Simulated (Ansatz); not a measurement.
# B₂GeH (sextet): correlated methods under varied settings

Aim: run B₂GeH (sextet) at one geometry under a spread of methods and options, and see what each costs and gives.

Program: Ansatz 0.2.0, Gaussian basis. Level of theory: the settings change from run to run. These are calculated values, not measurements.

33 further runs of the same task are left out: 22 that didn't finish, 11 set aside as unsound or not needed.

### 1 The system

The geometry is a PBE0/def2-TZVP stationary point (not a proven minimum) of the parent state, kept for this charge and spin. No spin-orbit coupling is included. The filled d shell of Ge may be among the frozen orbitals whatever the setting's name suggests; the logs give the count.

4 atoms, charge 0, spin multiplicity 6.

Atoms are counted from 1 here; the program's logs count them from 0.

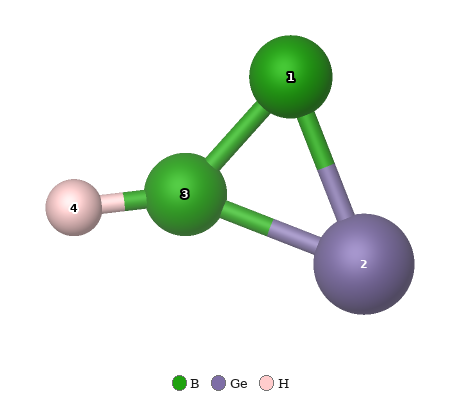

The geometry (boron green, germanium purple, hydrogen pink); atoms are numbered from 1 in the order of the file.

### 2 CCSD on ROHF/cc-pVDZ

Input file in.yaml:

```yaml
crystal:
  periodic: [false, false, false]
  atoms:
    - {symbol: B, position_ang: [0.013443, -1.059555, -1.355486]}
    - {symbol: Ge, position_ang: [0.004178, 0.046165, 0.454861]}
    - {symbol: B, position_ang: [-0.057533, 0.617024, -1.483527]}
    - {symbol: H, position_ang: [0.171821, 1.419494, -2.330052]}
basis:
  gaussian: {orbitals: cc-pVDZ}
magnetization: {spin_polarized: false, initial_magnetization: 5}
correlation: {method: ccsd, electrons: valence}
scf: {lower_state_search: off}
output: {forces: true}
```

On the command line:

```
$ ansatz run in.yaml --threads 1 --pin off --events-out ev --progress --plain --max-ram 2393MiB
```

Output, shortened:

```text
Functional definition: HF
  name "HF"
  cite "Fock, Z. Phys. 61, 126 (1930) doi:10.1007/BF01340294"
  parent pbe
[...]
637 factors; integrals over basis functions are off by at most 7.2e-4 eV
[...]
mean field -57825.37280913 eV, -2125.0432552901 hartree, gradient 2.5e-6 eV, S^2 8.750000; 0 other end points of the search recorded, 0 dependent functions left out
11 core orbitals not correlated: weight in the atoms' cores, before any rotation towards them, 1.000 or more for the frozen orbitals, at most 0.000 for the correlated occupied ones
reference -57825.37280913 eV, -2125.0432552901 hartree; 13, 8 occupied and 36, 41 virtual orbitals, 637 factors
second order -5.16647495 eV of doubles, -0.07353712 eV of singles
cycle   1  -5.82894835 eV  change   -5.9e-1 eV  update   8.1e-2
[...]
cycle  19  -6.16239205 eV  change   -5.5e-8 eV  update   4.6e-7
[...]
Total energy: -57831.53520118 eV, -2125.2697190209 hartree
Atom 0 at     0.013443    -1.059555    -1.355486 Å, force    -0.201491     0.135507    -2.619267 eV/Å
Atom 1 at     0.004178     0.046165     0.454861 Å, force     0.003531     1.232447     4.438909 eV/Å
Atom 2 at    -0.057533     0.617024    -1.483527 Å, force     0.363590    -1.879016    -1.964527 eV/Å
Atom 3 at     0.171821     1.419494    -2.330052 Å, force    -0.165630     0.511062     0.144885 eV/Å
Dipole moment:    -0.008182     0.060076     0.038712 e Å
Checks for a lower state left out: starts, cluster_reference, orbital_swaps, neighbouring_geometries, increment
```

It took 32 s on 1 thread of Intel Xeon at 2.50GHz, shared host.

From the report: correlation -6.1624 eV; T1 0.028; largest double amplitude 0.06.

### 3 CASSCF(5,9)/6-31G

Changes to in.yaml since step 2:

```diff
@@ -8,6 +8,5 @@
 basis:
-  gaussian: {orbitals: cc-pVDZ}
+  gaussian: {orbitals: 6-31G, point_charges: [{charge: -1.00, position_ang: [3.703, 0.023, -0.099]}]}
 magnetization: {spin_polarized: false, initial_magnetization: 5}
-correlation: {method: ccsd, electrons: valence}
-scf: {lower_state_search: off}
-output: {forces: true}
+correlation: {active_space: {window: {electrons: 5, orbitals: 9}}}
+scf: {lower_state_search: full}
```

The command is unchanged.

Output, shortened:

```text
Functional definition: HF
  name "HF"
  cite "Fock, Z. Phys. 61, 126 (1930) doi:10.1007/BF01340294"
  parent pbe
[...]
534 factors; integrals over basis functions are off by at most 3.5e-4 eV
[...]
mean field -57816.48874507 eV, -2124.7167719577 hartree, gradient 5.1e-6 eV, S^2 8.750000; 9 other end points of the search recorded, 0 dependent functions left out
reference -57816.48874507 eV, -2124.7167719577 hartree; 24, 19 occupied and 25, 30 virtual orbitals, 534 factors
state -57816.85053182 eV, -2124.7300673757 hartree
Total energy: -57816.85053182 eV, -2124.7300673757 hartree
```

Run time: 22 s. Hardware: 1 thread of Intel Xeon at 2.50GHz, shared host.

From the report: 126 determinants; active occupations 1.00, 1.00, 0.99, 0.99, 0.99, 0.02, 0.01, 0.01, 0.00.

### 4 CCSD(T) on ROHF/cc-pVDZ

Input file in.yaml:

```yaml
crystal:
  periodic: [false, false, false]
  atoms:
    - {symbol: B, position_ang: [0.013443, -1.059555, -1.355486]}
    - {symbol: Ge, position_ang: [0.004178, 0.046165, 0.454861]}
    - {symbol: B, position_ang: [-0.057533, 0.617024, -1.483527]}
    - {symbol: H, position_ang: [0.171821, 1.419494, -2.330052]}
basis:
  gaussian: {orbitals: cc-pVDZ}
magnetization: {spin_polarized: false, initial_magnetization: 5}
correlation: {method: ccsd_t, electrons: outside_noble_gas}
accuracy: high
scf: {omitted_lower_state_checks: [cluster_reference]}
```

Same command.

Output, shortened:

```text
Functional definition: HF
  name "HF"
  cite "Fock, Z. Phys. 61, 126 (1930) doi:10.1007/BF01340294"
  parent pbe
[...]
1286 factors; integrals over basis functions are off by at most 4.6e-9 eV
[...]
mean field -57825.37289023 eV, -2125.0432582705 hartree, gradient 2.9e-8 eV, S^2 8.750000; 5 other end points of the search recorded, 0 dependent functions left out
16 core orbitals not correlated: weight in the atoms' cores, before any rotation towards them, 0.999 or more for the frozen orbitals, at most 0.001 for the correlated occupied ones
reference -57825.37289023 eV, -2125.0432582705 hartree; 8, 3 occupied and 36, 41 virtual orbitals, 1286 factors
second order -4.64732415 eV of doubles, -0.06278247 eV of singles
cycle   1  -5.33509784 eV  change   -6.2e-1 eV  update   7.9e-2
[...]
cycle  32  -5.65302821 eV  change  -5.2e-10 eV  update  7.4e-10
perturbative correction -0.23986357 eV, -0.0088148235 hartree
Total energy: -57831.26578201 eV, -2125.2598180491 hartree
Checks for a lower state left out: cluster_reference
```

Wall time 20 s (1 thread of Intel Xeon at 2.50GHz, shared host); peak memory 0.25 GiB.

From the report: correlation -5.8929 eV; T1 0.038; largest double amplitude 0.06.

### 5 HF/cc-pVDZ

Changes to in.yaml since step 4:

```diff
@@ -10,4 +10,3 @@
 magnetization: {spin_polarized: false, initial_magnetization: 5}
-correlation: {method: ccsd_t, electrons: outside_noble_gas}
-accuracy: high
-scf: {omitted_lower_state_checks: [cluster_reference]}
+hamiltonian: {xc: hf}
+output: {forces: true, orbitals: {seedname: orbitals}}
```

Launched as before.

Output, shortened:

```text
Functional definition: HF
  name "HF"
  cite "Fock, Z. Phys. 61, 126 (1930) doi:10.1007/BF01340294"
  parent pbe
[...]
637 factors; integrals over basis functions are off by at most 7.2e-4 eV
[...]
mean field -57825.37280913 eV, -2125.0432552901 hartree, gradient 2.5e-5 eV, S^2 8.750000; 0 other end points of the search recorded, 0 dependent functions left out
[...]
reference -57825.37280913 eV, -2125.0432552901 hartree; 24, 19 occupied and 36, 41 virtual orbitals, 637 factors
Total energy: -57825.37280913 eV, -2125.0432552901 hartree
Atom 0 at     0.013443    -1.059555    -1.355486 Å, force    -0.267223     0.676261    -2.571917 eV/Å
Atom 1 at     0.004178     0.046165     0.454861 Å, force    -0.026114     1.170603     4.528689 eV/Å
Atom 2 at    -0.057533     0.617024    -1.483527 Å, force     0.623936    -2.184310    -2.384497 eV/Å
Atom 3 at     0.171821     1.419494    -2.330052 Å, force    -0.330599     0.337446     0.427726 eV/Å
Dipole moment:    -0.022452     0.120491    -0.011979 e Å
```

Run time: 8.5 s. Hardware: 1 thread of Intel Xeon at 2.50GHz, shared host.

### 6 NEVPT2(9,9)/6-31G

Changes to in.yaml since step 5:

```diff
@@ -8,5 +8,4 @@
 basis:
-  gaussian: {orbitals: cc-pVDZ}
+  gaussian: {orbitals: 6-31G}
 magnetization: {spin_polarized: false, initial_magnetization: 5}
-hamiltonian: {xc: hf}
-output: {forces: true, orbitals: {seedname: orbitals}}
+correlation: {method: sc_nevpt2, electrons: outside_noble_gas, active_space: {window: {electrons: 9, orbitals: 9}}}
```

Same command.

Output:

```text
Functional definition: HF
  name "HF"
  cite "Fock, Z. Phys. 61, 126 (1930) doi:10.1007/BF01340294"
  parent pbe
  exchange = exact_x
  correlation = 0
534 factors; integrals over basis functions are off by at most 3.5e-4 eV
mean field evaluation 1: about -57814.1582 eV, gradient 1.1e1 eV
mean field evaluation 2: about -57814.2608 eV, gradient 1.1e1 eV
mean field evaluation 4: about -57816.0998 eV, gradient 2.4e0 eV
mean field evaluation 8: about -57816.2666 eV, gradient 1.0e0 eV
mean field evaluation 16: about -57816.3318 eV, gradient 2.1e-4 eV
mean field evaluation 32: about -57816.3282 eV, gradient 2.1e-1 eV
mean field -57816.33178909 eV, -2124.7110039318 hartree, gradient 1.7e-6 eV, S^2 8.750000; 4 other end points of the search recorded, 0 dependent functions left out
reference -57816.33178909 eV, -2124.7110039318 hartree; 24, 19 occupied and 25, 30 virtual orbitals, 534 factors
state -57817.25002170 eV, -2124.7447483580 hartree
state -57817.25002170 eV, -2124.7447483580 hartree; corrected -57819.35821493 eV, -2124.8222230299 hartree
Total energy: -57819.35821493 eV, -2124.8222230299 hartree
```

Run time: 20 s. Hardware: 1 thread of Intel Xeon at 2.50GHz, shared host.

From the report: 1,296 determinants; active occupations 1.98, 1.96, 1.01, 1.00, 1.00, 0.99, 0.99, 0.04, 0.02.

### 7 CCSD(T)/cc-pVDZ

Changes to in.yaml since step 6:

```diff
@@ -8,4 +8,6 @@
 basis:
-  gaussian: {orbitals: 6-31G}
+  gaussian: {orbitals: cc-pVDZ}
 magnetization: {spin_polarized: false, initial_magnetization: 5}
-correlation: {method: sc_nevpt2, electrons: outside_noble_gas, active_space: {window: {electrons: 9, orbitals: 9}}}
+hamiltonian: {xc: {name: PBE0}}
+correlation: {method: ccsd_t, electrons: outside_noble_gas}
+output: {forces: true}
```

Launched as before.

Output, shortened:

```text
Functional definition: PBE0
  name "PBE0"
  cite "Adamo & Barone, J. Chem. Phys. 110, 6158 (1999) doi:10.1063/1.478522"
  cite "Perdew, Burke & Ernzerhof, Phys. Rev. Lett. 77, 3865 (1996) doi:10.1103/PhysRevLett.77.3865"
  parent pbe
[...]
637 factors; integrals over basis functions are off by at most 7.2e-4 eV
[...]
mean field -57869.05058154 eV, -2126.6483838203 hartree, gradient 5.3e-6 eV, S^2 8.750000; 2 other end points of the search recorded, 0 dependent functions left out
[...]
16 core orbitals not correlated: weight in the atoms' cores, before any rotation towards them, 0.999 or more for the frozen orbitals, at most 0.001 for the correlated occupied ones
reference -57824.97781839 eV, -2125.0287396481 hartree; 8, 3 occupied and 36, 41 virtual orbitals, 637 factors
second order -4.94023923 eV of doubles, -0.21348125 eV of singles
cycle   1  -5.64019741 eV  change   -4.9e-1 eV  update   6.8e-2
[...]
cycle  19  -5.87116548 eV  change   -8.1e-8 eV  update   3.0e-7
perturbative correction -0.25483868 eV, -0.0093651489 hartree
[...]
Total energy: -57831.10382255 eV, -2125.2538661486 hartree
Atom 0 at     0.013443    -1.059555    -1.355486 Å, force    -0.188378    -0.055357    -2.715289 eV/Å
Atom 1 at     0.004178     0.046165     0.454861 Å, force     0.009815     1.272236     4.600573 eV/Å
Atom 2 at    -0.057533     0.617024    -1.483527 Å, force     0.318259    -1.755534    -1.981105 eV/Å
Atom 3 at     0.171821     1.419494    -2.330052 Å, force    -0.139697     0.538655     0.095821 eV/Å
Dipole moment:    -0.006642     0.060564     0.048565 e Å
```

It took 35 s on 1 thread of Intel Xeon at 2.50GHz, shared host.

From the report: correlation -6.1260 eV; T1 0.019; largest double amplitude 0.06. The orbitals are Kohn-Sham ones, so correlation energy and T1 don't compare with those on Hartree-Fock orbitals.

### 8 CCSD(T) on UHF/cc-pVDZ

Input file in.yaml:

```yaml
crystal:
  periodic: [false, false, false]
  atoms:
    - {symbol: B, position_ang: [0.013443, -1.059555, -1.355486]}
    - {symbol: Ge, position_ang: [0.004178, 0.046165, 0.454861]}
    - {symbol: B, position_ang: [-0.057533, 0.617024, -1.483527]}
    - {symbol: H, position_ang: [0.171821, 1.419494, -2.330052]}
basis:
  gaussian: {orbitals: cc-pVDZ, point_charges: [{charge: -1.00, position_ang: [4.584, -0.837, -0.397]}]}
magnetization: {spin_polarized: true, initial_magnetization: 5}
correlation: {method: ccsd_t, electrons: outside_noble_gas, diis_vectors: 2}
output: {forces: true}
```

Launched as before.

Output, shortened:

```text
Functional definition: HF
  name "HF"
  cite "Fock, Z. Phys. 61, 126 (1930) doi:10.1007/BF01340294"
  parent pbe
[...]
637 factors; integrals over basis functions are off by at most 7.2e-4 eV
[...]
mean field -57825.53775904 eV, -2125.0493170873 hartree, gradient 2.0e-6 eV, S^2 8.762286; 9 other end points of the search recorded, 0 dependent functions left out
determinant -57825.53775904 eV, -2125.0493170873 hartree, with singles and doubles -57831.10057488 eV, -2125.2537467988 hartree
determinant -57824.36732263 eV, -2125.0063043427 hartree, with singles and doubles -57829.90328321 eV, -2125.2097471417 hartree
determinant -57823.32698600 eV, -2124.9680726769 hartree, with singles and doubles -57828.79020770 eV, -2125.1688423710 hartree
determinant -57823.13463333 eV, -2124.9610038464 hartree, with singles and doubles -57828.55902340 eV, -2125.1603465048 hartree
16 core orbitals not correlated: weight in the atoms' cores, before any rotation towards them, 0.999 or more for the frozen orbitals, at most 0.001 for the correlated occupied ones
reference -57825.53775904 eV, -2125.0493170873 hartree; 8, 3 occupied and 36, 41 virtual orbitals, 637 factors
second order -4.59435758 eV of doubles, -0.00000000 eV of singles
cycle   1  -5.56307010 eV  change   -2.5e-4 eV  update   3.3e-3
[...]
cycle  29  -5.56605889 eV  change    1.9e-7 eV  update   3.7e-7
perturbative correction -0.23787564 eV, -0.0087417685 hartree
[...]
Total energy: -57831.34169357 eV, -2125.2626077472 hartree
Atom 0 at     0.013443    -1.059555    -1.355486 Å, force    -0.138630     0.014563    -2.660091 eV/Å
Atom 1 at     0.004178     0.046165     0.454861 Å, force     0.034063     1.245409     4.505069 eV/Å
Atom 2 at    -0.057533     0.617024    -1.483527 Å, force     0.297031    -1.793094    -1.928580 eV/Å
Atom 3 at     0.171821     1.419494    -2.330052 Å, force    -0.130534     0.533549     0.087431 eV/Å
Dipole moment:     0.193944    -0.010061     0.071646 e Å
```

Wall time 49 s (1 thread of Intel Xeon at 2.50GHz, shared host).

From the report: ⟨S²⟩ of the determinant 8.762 (pure sextet: 8.75); correlation -5.8039 eV; T1 0.032; largest double amplitude 0.06.

### 9 BCCD on ROHF/cc-pVDZ

Input file in.yaml:

```yaml
crystal:
  periodic: [false, false, false]
  atoms:
    - {symbol: B, position_ang: [0.013443, -1.059555, -1.355486]}
    - {symbol: Ge, position_ang: [0.004178, 0.046165, 0.454861]}
    - {symbol: B, position_ang: [-0.057533, 0.617024, -1.483527]}
    - {symbol: H, position_ang: [0.171821, 1.419494, -2.330052]}
basis:
  gaussian: {orbitals: cc-pVDZ}
magnetization: {spin_polarized: false, initial_magnetization: 5}
correlation: {method: bccd, electrons: outside_noble_gas}
accuracy: high
output: {forces: true}
```

Launched as before.

Output, shortened:

```text
Functional definition: HF
  name "HF"
  cite "Fock, Z. Phys. 61, 126 (1930) doi:10.1007/BF01340294"
  parent pbe
[...]
1286 factors; integrals over basis functions are off by at most 4.6e-9 eV
[...]
mean field -57825.37289023 eV, -2125.0432582705 hartree, gradient 2.9e-8 eV, S^2 8.750000; 7 other end points of the search recorded, 0 dependent functions left out
[...]
determinant -57825.37289023 eV, -2125.0432582705 hartree, with singles and doubles -57831.02056561 eV, -2125.2508065126 hartree
determinant -57822.20361343 eV, -2124.9267894961 hartree, with singles and doubles -57828.09097841 eV, -2125.1431461685 hartree
determinant -57821.96127679 eV, -2124.9178837890 hartree, with singles and doubles -57827.65762080 eV, -2125.1272205703 hartree
16 core orbitals not correlated: weight in the atoms' cores, before any rotation towards them, 0.999 or more for the frozen orbitals, at most 0.001 for the correlated occupied ones
reference -57825.37289023 eV, -2125.0432582705 hartree; 8, 3 occupied and 36, 41 virtual orbitals, 1286 factors
second order -4.64732415 eV of doubles, -0.06278247 eV of singles
cycle   1  -5.64688117 eV  change    7.9e-4 eV  update   1.2e-2
[...]
cycle  34  -5.64386128 eV  change   5.0e-11 eV  update  8.1e-10
[...]
Total energy: -57831.01675151 eV, -2125.2506663470 hartree
Atom 0 at     0.013443    -1.059555    -1.355486 Å, force    -0.199902     0.105862    -2.677388 eV/Å
Atom 1 at     0.004178     0.046165     0.454861 Å, force     0.006687     1.243637     4.572159 eV/Å
Atom 2 at    -0.057533     0.617024    -1.483527 Å, force     0.355411    -1.859269    -2.036679 eV/Å
Atom 3 at     0.171821     1.419494    -2.330052 Å, force    -0.162196     0.509770     0.141909 eV/Å
Dipole moment:    -0.007979     0.059126     0.044516 e Å
```

Run time: 86 s. Hardware: 1 thread of Intel Xeon at 2.50GHz, shared host; peak memory 0.43 GiB.

From the report: correlation -5.6439 eV; largest double amplitude 0.06.

### 10 HF/cc-pVDZ

Changes to in.yaml since step 9:

```diff
@@ -10,4 +10,3 @@
 magnetization: {spin_polarized: false, initial_magnetization: 5}
-correlation: {method: bccd, electrons: outside_noble_gas}
-accuracy: high
-output: {forces: true}
+hamiltonian: {xc: hf}
+output: {orbitals: {seedname: orbitals}}
```

The command is unchanged.

Output:

```text
Functional definition: HF
  name "HF"
  cite "Fock, Z. Phys. 61, 126 (1930) doi:10.1007/BF01340294"
  parent pbe
  exchange = exact_x
  correlation = 0
637 factors; integrals over basis functions are off by at most 7.2e-4 eV
mean field evaluation 1: about -57823.3356 eV, gradient 1.1e1 eV
mean field evaluation 2: about -57823.4143 eV, gradient 1.1e1 eV
mean field evaluation 4: about -57825.1739 eV, gradient 2.1e0 eV
mean field evaluation 8: about -57825.3132 eV, gradient 9.3e-1 eV
mean field evaluation 16: about -57825.3728 eV, gradient 2.8e-4 eV
mean field evaluation 32: about -57824.3856 eV, gradient 5.5e0 eV
mean field evaluation 64: about -57825.3099 eV, gradient 7.0e-1 eV
mean field evaluation 96: about -57821.3464 eV, gradient 1.4e1 eV
mean field -57825.37280913 eV, -2125.0432552901 hartree, gradient 2.5e-5 eV, S^2 8.750000; 0 other end points of the search recorded, 0 dependent functions left out
reference -57825.37280913 eV, -2125.0432552901 hartree; 24, 19 occupied and 36, 41 virtual orbitals, 637 factors
Total energy: -57825.37280913 eV, -2125.0432552901 hartree
```

Run time: 10 s. Hardware: 1 thread of Intel Xeon at 2.50GHz, shared host.

### 11 The runs in one table

Where basis and cores are those of an earlier UCCSDT(Q)/cc-pVDZ run (-57831.3448 eV), and the state is the same kind, the miss against it is given.

```csv
level,correlated,functions,energy (eV),from UCCSDT(Q) (meV),time
CCSD on ROHF/cc-pVDZ,valence,60,-57831.5352,,32 s
"CASSCF(5,9)/6-31G (beside a point charge)",,49,-57816.8505,,22 s
CCSD(T) on ROHF/cc-pVDZ,outside noble gas,60,-57831.2658,79.0,20 s
HF/cc-pVDZ,,60,-57825.3728,5972.0,8.5 s
"NEVPT2(9,9)/6-31G",outside noble gas,49,-57819.3582,,20 s
CCSD(T)/cc-pVDZ (on PBE0 orbitals),outside noble gas,60,-57831.1038,241.0,35 s
CCSD(T) on UHF/cc-pVDZ (beside a point charge),outside noble gas,60,-57831.3417,,49 s
BCCD on ROHF/cc-pVDZ,outside noble gas,60,-57831.0168,328.1,86 s
HF/cc-pVDZ,,60,-57825.3728,5972.0,10 s
```

### 12 What came out

| quantity | value |
| --- | --- |
| runs | 9 |
| quickest | HF/cc-pVDZ, 8.5 s |
| slowest | BCCD on ROHF/cc-pVDZ, 86 s |

**Reading.** Total energies in different bases, with other cores or another treatment of relativity can't be set against each other. BCCD on ROHF/cc-pVDZ took 10 times as long as HF/cc-pVDZ; the jobs differ in more than the method. Among the correlated runs with a miss given, it spans +79 to +328 meV. Hartree-Fock, CASSCF and CASCI lack dynamic correlation by design. Cores frozen from Kohn-Sham orbitals shift the total energy.
